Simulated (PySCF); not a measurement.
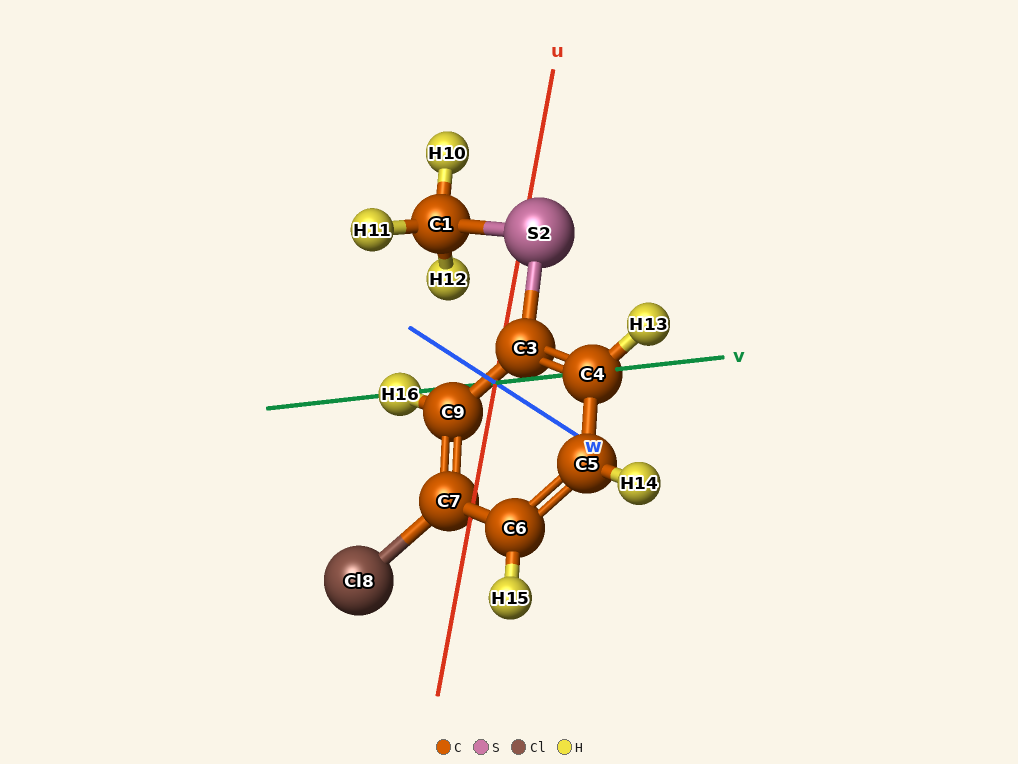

The lines u, v and w are the principal axes of the static dipole polarisability. The geometry was computed by an optimisation with GFN2-xTB. No frequency run is at hand to confirm it as a minimum. Level of theory: PBE0/def2-SVPD (PySCF 2.14.0).

Question: Along which axis is the molecule most polarisable, and along which least?

Answer: Most along u (nearly parallel to the S2–C3 bond), least along w.

Question: Give the three principal values.

Answer: u 155.9, v 127.7, w 71.1 bohr³; mean 118.2, anisotropy 74.8 bohr³.
